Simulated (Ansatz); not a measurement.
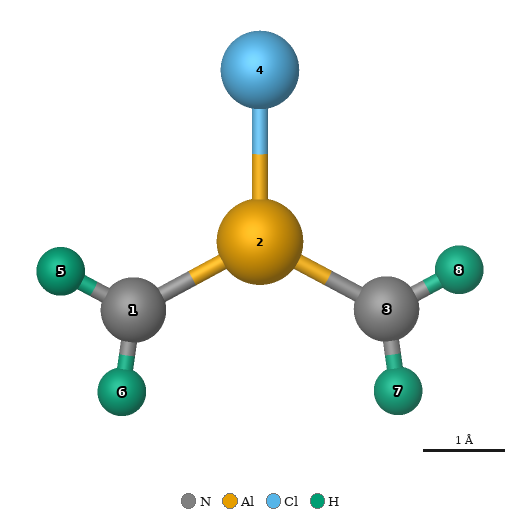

Fig. 1: The starting structure (ball-and-stick view, seen on its broad side; atoms are numbered from 1 in the order of the input). Sticks mark near contacts. Bond lengths as drawn: Al–Cl 2.12 Å, Al–N 1.78 Å and H–N 1.02 Å.

# Run report: AlN2H4Cl, nudged elastic band

- system: AlN2H4Cl
- method: RKS PBE/def2-SVP (Ansatz 0.2.0)

It belongs to a series of runs on one base structure; here: band between the two ends. Figures and captions count atoms from 1; the log counts them from 0 in places.

Input file
```yaml
crystal:
  periodic: [false, false, false]
  atoms:
    - { symbol: "N", position_ang: [-0.496388, 1.503756, -0.174885] }
    - { symbol: Al, position_ang: [-0.220572, -0.239533, -0.379951] }
    - { symbol: "N", position_ang: [0.837158, -1.197984, 0.678284] }
    - { symbol: Cl, position_ang: [-1.207724, -1.230408, -1.975722] }
    - { symbol: H, position_ang: [-1.096012, 2.057125, -0.789373] }
    - { symbol: H, position_ang: [-0.094712, 2.097393, 0.552562] }
    - { symbol: H, position_ang: [1.376905, -0.846801, 1.470949] }
    - { symbol: H, position_ang: [0.993544, -2.200748, 0.562436] }
basis:
  gaussian: { orbitals: def2-SVP }
hamiltonian:
  xc: pbe
neb:
  order_check: false
  images: 9
  f_tol: 0.05
  max_iterations: 60
  final_atoms:
    - { symbol: "N", position_ang: [-0.496486, 1.502925, -0.17501369] }
    - { symbol: Al, position_ang: [-0.21987115, -0.24004791, -0.38243124] }
    - { symbol: "N", position_ang: [0.83790431, -1.19695981, 0.67726755] }
    - { symbol: Cl, position_ang: [-1.20470668, -1.23083779, -1.97956508] }
    - { symbol: H, position_ang: [-1.10216754, 2.05643179, -0.78336995] }
    - { symbol: H, position_ang: [-0.08916099, 2.09598249, 0.54974351] }
    - { symbol: H, position_ang: [0.99631558, -2.19955567, 0.56316361] }
    - { symbol: H, position_ang: [1.37037146, -0.8451381, 1.47450529] }
  initial_path:
    images:
      - { positions_ang: [[-0.496388, 1.503756, -0.174885], [-0.220572, -0.239533, -0.379951], [0.837158, -1.197984, 0.678284], [-1.207724, -1.230408, -1.975722], [-1.096012, 2.057125, -0.789373], [-0.094712, 2.097393, 0.552562], [1.376905, -0.846801, 1.470949], [0.993544, -2.200748, 0.562436]] }
      - { positions_ang: [[-0.40770122, 1.50888065, -0.19348055], [-0.23691724, -0.25532301, -0.38113831], [0.81122317, -1.24841553, 0.68919304], [-1.29833201, -1.22233598, -1.9478591], [-1.03500632, 2.04385731, -0.82157641], [-0.15306961, 2.05256243, 0.58009471], [1.29092348, -0.85487862, 1.50627498], [1.12107874, -2.08154725, 0.51279165]] }
      - { positions_ang: [[-0.31901444, 1.5140053, -0.21207611], [-0.25326247, -0.27111302, -0.38232562], [0.78528835, -1.29884706, 0.70010208], [-1.38894001, -1.21426395, -1.91999621], [-0.97400064, 2.03058961, -0.85377983], [-0.21142722, 2.00773187, 0.60762743], [1.20494196, -0.86295625, 1.54160097], [1.24861348, -1.9623465, 0.46314729]] }
      - { positions_ang: [[-0.23032767, 1.51912995, -0.23067166], [-0.26960771, -0.28690304, -0.38351293], [0.75935352, -1.34927859, 0.71101112], [-1.47954802, -1.20619193, -1.89213331], [-0.91299497, 2.01732192, -0.88598324], [-0.26978483, 1.9629013, 0.63516014], [1.11896045, -0.87103387, 1.57692695], [1.37614821, -1.84314575, 0.41350294]] }
      - { positions_ang: [[-0.14164089, 1.5242546, -0.24926721], [-0.28595294, -0.30269305, -0.38470024], [0.73341869, -1.39971012, 0.72192016], [-1.57015602, -1.19811991, -1.86427042], [-0.85198929, 2.00405422, -0.91818666], [-0.32814243, 1.91807073, 0.66269285], [1.03297893, -0.8791115, 1.61225293], [1.50368295, -1.723945, 0.36385859]] }
      - { positions_ang: [[-0.05295411, 1.52937925, -0.26786276], [-0.30229818, -0.31848306, -0.38588755], [0.70748387, -1.45014164, 0.7328292], [-1.66076403, -1.19004788, -1.83640752], [-0.79098361, 1.99078653, -0.95039007], [-0.38650004, 1.87324017, 0.69022556], [0.94699741, -0.88718912, 1.64757891], [1.63121769, -1.60474424, 0.31421424]] }
      - { positions_ang: [[-0.14166049, 1.5240884, -0.24929295], [-0.28581277, -0.30279603, -0.38519629], [0.73356796, -1.39950528, 0.72171687], [-1.56955256, -1.19820586, -1.86503904], [-0.8532204, 2.00391558, -0.91698605], [-0.32703223, 1.91778863, 0.66212915], [0.95686105, -1.14966243, 1.43069585], [1.57904845, -1.45282302, 0.54627245]] }
      - { positions_ang: [[-0.23036687, 1.51879755, -0.23072313], [-0.26932737, -0.287109, -0.38450503], [0.75965205, -1.34886891, 0.71060454], [-1.47834109, -1.20636384, -1.89367055], [-0.91545718, 2.01704463, -0.88358202], [-0.26756442, 1.9623371, 0.63403274], [0.96672468, -1.41213574, 1.21381279], [1.5268792, -1.30090179, 0.77833066]] }
      - { positions_ang: [[-0.31907324, 1.5135067, -0.21215332], [-0.25284196, -0.27142197, -0.38381376], [0.78573613, -1.29823255, 0.69949221], [-1.38712962, -1.21452183, -1.92230206], [-0.97769397, 2.03017369, -0.850178], [-0.20809661, 2.00688556, 0.60593633], [0.97658831, -1.67460905, 0.99692973], [1.47470995, -1.14898056, 1.01038887]] }
      - { positions_ang: [[-0.40777962, 1.50821585, -0.19358351], [-0.23635655, -0.25573494, -0.3831225], [0.81182022, -1.24759618, 0.68837988], [-1.29591815, -1.22267981, -1.95093357], [-1.03993075, 2.04330274, -0.81677397], [-0.1486288, 2.05143403, 0.57783992], [0.98645194, -1.93708236, 0.78004667], [1.42254071, -0.99705933, 1.24244708]] }
      - { positions_ang: [[-0.496486, 1.502925, -0.17501369], [-0.21987115, -0.24004791, -0.38243124], [0.83790431, -1.19695981, 0.67726755], [-1.20470668, -1.23083779, -1.97956508], [-1.10216754, 2.05643179, -0.78336995], [-0.08916099, 2.09598249, 0.54974351], [0.99631558, -2.19955567, 0.56316361], [1.37037146, -0.8451381, 1.47450529]] }
```

Run as:
```bash
ansatz run input.yaml --threads 1 --pin off --max-ram 2048MiB --backend cpu --events-out ev --progress --plain --runs-dir out
```

Log
```
Engine: ansatz 0.2.0, aarch64-unknown-linux-gnu
Functional definition: PBE
  parameter kappa = 0.804
  parameter beta = 0.06672455060314922
  exchange = pbe_x(kappa = kappa, mu = beta*pi^2/3)
  correlation = pbe_c(beta = beta)
964 factors; their error is unknown
mean field evaluation 1: about -22131.3203 eV, gradient 9.0e1 eV
mean field evaluation 2: about -22050.3837 eV, gradient 1.7e2 eV
mean field evaluation 4: about -22147.1662 eV, gradient 1.6e1 eV
mean field evaluation 8: about -22147.8296 eV, gradient 1.3e-1 eV
mean field evaluation 16: about -22147.7762 eV, gradient 1.7e-4 eV
mean field -22147.77619578 eV, -813.9157628930 hartree, gradient 3.0e-5 eV, S^2 0.000000; 0 other end points of the search recorded, 0 dependent functions left out
the calculation of the forces begins
reference -22147.77623245 eV, -813.9157642406 hartree; 24, 24 occupied and 60, 60 virtual orbitals, 964 factors
964 factors; their error is unknown
mean field evaluation 32: about -22147.7762 eV, gradient 1.1e-3 eV
mean field -22147.77622502 eV, -813.9157639675 hartree, gradient 3.1e-5 eV, S^2 0.000000; 0 other end points of the search recorded, 0 dependent functions left out
[... from here on the field's lines of each further geometry are left out, up to the last ...]
NEB iter   1: max|band force component| = 1.153e2 eV/Å  barrier→ = 26.3591 eV  barrier← = 26.3591 eV  Δτ_max = 0.2000 Å  (295 SCF iters)
NEB iter   2: max|band force component| = 7.823e1 eV/Å  barrier→ = 16.5398 eV  barrier← = 16.5398 eV  Δτ_max = 0.1992 Å  (269 SCF iters)
NEB iter   3: max|band force component| = 3.309e1 eV/Å  barrier→ = 6.9807 eV  barrier← = 6.9807 eV  Δτ_max = 0.1986 Å  (275 SCF iters)
NEB iter   4: max|band force component| = 2.015e1 eV/Å  barrier→ = 3.4596 eV  barrier← = 3.4597 eV  Δτ_max = 0.1919 Å  (275 SCF iters)
NEB iter   5: max|band force component| = 9.810e0 eV/Å  barrier→ = 1.1966 eV  barrier← = 1.1967 eV  Δτ_max = 0.1955 Å  (265 SCF iters)
NEB iter   6: max|band force component| = 4.559e0 eV/Å  barrier→ = 0.7477 eV  barrier← = 0.7478 eV  Δτ_max = 0.1095 Å  (255 SCF iters)
NEB iter   7: max|band force component| = 2.847e0 eV/Å  barrier→ = 0.4087 eV  barrier← = 0.4088 eV  Δτ_max = 0.2000 Å  (252 SCF iters)
NEB iter   8: max|band force component| = 6.264e0 eV/Å  barrier→ = 1.2187 eV  barrier← = 1.2188 eV  Δτ_max = 0.1031 Å  (260 SCF iters)
NEB iter   9: max|band force component| = 1.644e0 eV/Å  barrier→ = 0.1891 eV  barrier← = 0.1891 eV  Δτ_max = 0.1981 Å  (252 SCF iters)
NEB iter  10: max|band force component| = 6.078e-1 eV/Å  barrier→ = 0.2005 eV  barrier← = 0.2005 eV  Δτ_max = 0.1912 Å  (270 SCF iters)
NEB iter  11: max|band force component| = 6.551e-1 eV/Å  barrier→ = 0.1731 eV  barrier← = 0.1731 eV  Δτ_max = 0.0987 Å  (255 SCF iters)
NEB iter  12: max|band force component| = 3.423e-1 eV/Å  barrier→ = 0.1713 eV  barrier← = 0.1714 eV  CI = image 5  Δτ_max = 0.0372 Å  (241 SCF iters)
NEB iter  13: max|band force component| = 2.407e-1 eV/Å  barrier→ = 0.1698 eV  barrier← = 0.1699 eV  CI = image 5  Δτ_max = 0.0126 Å  (244 SCF iters)
NEB iter  14: max|band force component| = 5.776e-2 eV/Å  barrier→ = 0.1698 eV  barrier← = 0.1698 eV  CI = image 5  Δτ_max = 0.0059 Å  (240 SCF iters)
the calculation of the forces begins
reference -22147.76474297 eV, -813.9153420101 hartree; 24, 24 occupied and 60, 60 virtual orbitals, 964 factors
964 factors; their error is unknown
mean field -22147.60644500 eV, -813.9095246669 hartree, gradient 2.1e-5 eV, S^2 0.000000; 1 other end points of the search recorded, 0 dependent functions left out
the calculation of the forces begins
reference -22147.60648279 eV, -813.9095260557 hartree; 24, 24 occupied and 60, 60 virtual orbitals, 964 factors
NEB iter  15: max|band force component| = 7.742e-3 eV/Å  barrier→ = 0.1698 eV  barrier← = 0.1698 eV  CI = image 5  Δτ_max = 0.0000 Å  (457 SCF iters)
```

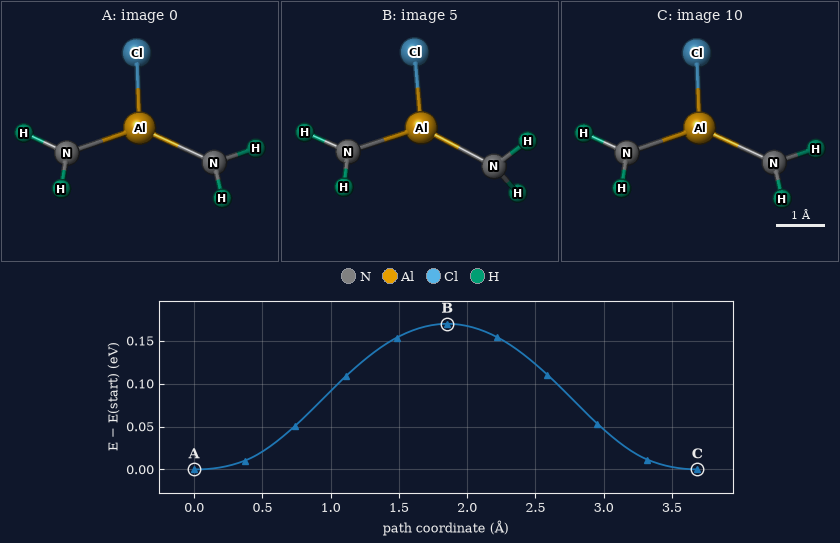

Fig. 2: Images of the last band (counted from 0; ball-and-stick, seen at a tilt) above the energy along the path; the line is a cubic interpolation that uses the forces. The highest image is number 5, 0.170 eV above the start and 0.170 eV above the end (the climbing image); start and end have the same energy. The path is 3.69 Å long. The band converged in 15 iterations.

```
Total energy: -22147.60648279 eV, -813.9095260557 hartree
Atom 0 at    -0.412216     1.519796    -0.286877 Å, force    -0.002676    -0.000290    -0.002628 eV/Å
Atom 1 at    -0.250064    -0.245385    -0.299962 Å, force     0.004518     0.002533    -0.001614 eV/Å
Atom 2 at     0.909610    -1.063423     0.808168 Å, force    -0.001966    -0.003315     0.005781 eV/Å
Atom 3 at    -1.502848    -1.259481    -1.691906 Å, force    -0.001407    -0.001624    -0.000670 eV/Å
Atom 4 at    -1.043902     2.059444    -0.881507 Å, force     0.000598     0.000765     0.001320 eV/Å
Atom 5 at     0.124093     2.136567     0.326587 Å, force     0.000849    -0.001033     0.001069 eV/Å
Atom 6 at     0.543857    -1.659952     1.557704 Å, force     0.000986     0.001359    -0.000194 eV/Å
Atom 7 at     1.723668    -1.544765     0.412091 Å, force    -0.000902     0.001605    -0.003065 eV/Å
Dipole moment:     0.224973     0.174342     0.249700 e Å
this run last wrote the band of iteration 15 to [file]
```

The last band as extended XYZ (Å, eV, eV/Å)
```
8
Properties=species:S:1:pos:R:3:forces:R:3 image=0 energy=-22147.77620
N    -0.4964    1.5038   -0.1749    0.0008   0.0032   0.0013
Al   -0.2206   -0.2395   -0.3800   -0.0004  -0.0014  -0.0034
N     0.8372   -1.1980    0.6783    0.0028  -0.0004   0.0013
Cl   -1.2077   -1.2304   -1.9757   -0.0005  -0.0009  -0.0011
H    -1.0960    2.0571   -0.7894   -0.0017  -0.0004   0.0018
H    -0.0947    2.0974    0.5526    0.0014  -0.0006  -0.0010
H     1.3769   -0.8468    1.4709   -0.0021  -0.0008  -0.0004
H     0.9935   -2.2007    0.5624   -0.0002   0.0013   0.0016
8
Properties=species:S:1:pos:R:3:forces:R:3 image=1 energy=-22147.76604
N    -0.4911    1.5031   -0.1779   -0.0023  -0.0002   0.0020
Al   -0.2245   -0.2421   -0.3786    0.0011   0.0001  -0.0025
N     0.8423   -1.1932    0.6783   -0.0077  -0.0047   0.0001
Cl   -1.2298   -1.2317   -1.9644    0.0126   0.0001  -0.0100
H    -1.1727    2.0399   -0.7170    0.0008   0.0003   0.0001
H     0.0416    2.1234    0.4341   -0.0102  -0.0019   0.0122
H     1.1824   -0.9099    1.5986    0.0371   0.0246  -0.0160
H     1.1440   -2.1467    0.4713   -0.0314  -0.0183   0.0141
8
Properties=species:S:1:pos:R:3:forces:R:3 image=2 energy=-22147.72520
N    -0.4803    1.5060   -0.1923   -0.0103  -0.0015   0.0080
Al   -0.2282   -0.2435   -0.3642    0.0030   0.0003  -0.0087
N     0.8812   -1.1659    0.6805   -0.0217  -0.0190  -0.0066
Cl   -1.2906   -1.2301   -1.9167    0.0326   0.0029  -0.0302
H    -1.1727    2.0401   -0.7205   -0.0092  -0.0016   0.0158
H     0.0981    2.1326    0.3699   -0.0072  -0.0019   0.0116
H     0.9671   -1.0520    1.6919    0.0747   0.0757  -0.0070
H     1.3176   -2.0445    0.3956   -0.0618  -0.0550   0.0170
8
Properties=species:S:1:pos:R:3:forces:R:3 image=3 energy=-22147.66737
N    -0.4627    1.5111   -0.2198   -0.0139  -0.0018   0.0084
Al   -0.2298   -0.2436   -0.3437    0.0047  -0.0002  -0.0102
N     0.9255   -1.1179    0.7062   -0.0093  -0.0158  -0.0137
Cl   -1.3592   -1.2345   -1.8489    0.0330   0.0046  -0.0334
H    -1.1435    2.0464   -0.7618   -0.0152  -0.0019   0.0219
H     0.1153    2.1348    0.3466   -0.0014  -0.0013   0.0058
H     0.7745   -1.2453    1.7097    0.0570   0.0851   0.0218
H     1.4720   -1.9082    0.3559   -0.0548  -0.0687  -0.0006
8
Properties=species:S:1:pos:R:3:forces:R:3 image=4 energy=-22147.62262
N    -0.4396    1.5159   -0.2529   -0.0120  -0.0003   0.0014
Al   -0.2364   -0.2442   -0.3207    0.0066   0.0013  -0.0065
N     0.9366   -1.0772    0.7563    0.0068  -0.0100  -0.0058
Cl   -1.4309   -1.2460   -1.7707    0.0200   0.0021  -0.0180
H    -1.0996    2.0527   -0.8186   -0.0116   0.0013   0.0149
H     0.1218    2.1359    0.3341    0.0010  -0.0024   0.0022
H     0.6308   -1.4550    1.6582    0.0179   0.0497   0.0247
H     1.6096   -1.7393    0.3585   -0.0288  -0.0415  -0.0129
8
Properties=species:S:1:pos:R:3:forces:R:3 image=5 energy=-22147.60645
N    -0.4122    1.5198   -0.2869   -0.0027  -0.0003  -0.0026
Al   -0.2501   -0.2454   -0.3000    0.0045   0.0025  -0.0016
N     0.9096   -1.0634    0.8082   -0.0020  -0.0033   0.0058
Cl   -1.5028   -1.2595   -1.6919   -0.0014  -0.0016  -0.0007
H    -1.0439    2.0594   -0.8815    0.0006   0.0008   0.0013
H     0.1241    2.1366    0.3266    0.0008  -0.0010   0.0011
H     0.5439   -1.6600    1.5577    0.0010   0.0014  -0.0002
H     1.7237   -1.5448    0.4121   -0.0009   0.0016  -0.0031
8
Properties=species:S:1:pos:R:3:forces:R:3 image=6 energy=-22147.62208
N    -0.4262    1.5171   -0.2715    0.0036  -0.0037  -0.0111
Al   -0.2490   -0.2468   -0.3078   -0.0042   0.0013   0.0045
N     0.8655   -1.0832    0.8275   -0.0054  -0.0084   0.0041
Cl   -1.4607   -1.2579   -1.7368   -0.0205  -0.0020   0.0181
H    -1.0226    2.0607   -0.8981    0.0142   0.0052  -0.0101
H     0.0310    2.1250    0.4109    0.0016  -0.0014   0.0011
H     0.5265   -1.8795    1.3756   -0.0032  -0.0391  -0.0334
H     1.8277   -1.2926    0.5445    0.0139   0.0481   0.0268
8
Properties=species:S:1:pos:R:3:forces:R:3 image=7 energy=-22147.66564
N    -0.4502    1.5130   -0.2362    0.0146   0.0007  -0.0086
Al   -0.2408   -0.2463   -0.3326   -0.0119  -0.0016   0.0030
N     0.8294   -1.1315    0.7958   -0.0086  -0.0251  -0.0083
Cl   -1.3806   -1.2445   -1.8253   -0.0370  -0.0073   0.0273
H    -1.0111    2.0681   -0.8849    0.0211   0.0070  -0.0148
H    -0.0860    2.1001    0.5166    0.0044  -0.0014  -0.0023
H     0.5825   -2.0613    1.1438    0.0237  -0.0457  -0.0683
H     1.8490   -1.0547    0.7671   -0.0062   0.0733   0.0721
8
Properties=species:S:1:pos:R:3:forces:R:3 image=8 energy=-22147.72280
N    -0.4661    1.5090   -0.2128    0.0115  -0.0001  -0.0078
Al   -0.2354   -0.2461   -0.3549   -0.0104   0.0008  -0.0023
N     0.8274   -1.1730    0.7333    0.0049  -0.0203  -0.0198
Cl   -1.3227   -1.2457   -1.8820   -0.0350  -0.0108   0.0269
H    -1.0032    2.0719   -0.8748    0.0178   0.0054  -0.0061
H    -0.1660    2.0807    0.5787    0.0116   0.0028  -0.0054
H     0.6969   -2.1680    0.9250    0.0410  -0.0336  -0.0679
H     1.7612   -0.8861    1.0318   -0.0415   0.0559   0.0824
8
Properties=species:S:1:pos:R:3:forces:R:3 image=9 energy=-22147.76471
N    -0.4749    1.5071   -0.1932    0.0020   0.0007  -0.0035
Al   -0.2314   -0.2439   -0.3711   -0.0036  -0.0010   0.0004
N     0.8357   -1.1938    0.6866    0.0036  -0.0024  -0.0081
Cl   -1.2764   -1.2442   -1.9243   -0.0131  -0.0061   0.0101
H    -1.0080    2.0761   -0.8531    0.0013   0.0006   0.0015
H    -0.1687    2.0774    0.5968    0.0148   0.0030  -0.0064
H     0.8393   -2.2146    0.7199    0.0259  -0.0065  -0.0326
H     1.5765   -0.8213    1.2827   -0.0311   0.0116   0.0387
8
Properties=species:S:1:pos:R:3:forces:R:3 image=10 energy=-22147.77623
N    -0.4965    1.5029   -0.1750    0.0000   0.0008  -0.0001
Al   -0.2199   -0.2400   -0.3824    0.0001   0.0002   0.0006
N     0.8379   -1.1970    0.6773    0.0000  -0.0005  -0.0001
Cl   -1.2047   -1.2308   -1.9796   -0.0008  -0.0008  -0.0009
H    -1.1022    2.0564   -0.7834    0.0000  -0.0006  -0.0001
H    -0.0892    2.0960    0.5497    0.0003   0.0006   0.0003
H     0.9963   -2.1996    0.5632    0.0003   0.0002  -0.0008
H     1.3704   -0.8451    1.4745    0.0000   0.0001   0.0012
```

Results in brief

| quantity | value |
| --- | --- |
| outcome | converged |
| barrier, forward | 0.170 eV |
| barrier, backward | 0.170 eV |
| hardware | 1 thread of Arm Neoverse V1, 24 GiB of memory available, shared host |
| wall time | 5.2 min |
| peak memory | 0.12 GiB |

Notes

The order of the saddle point was not checked.
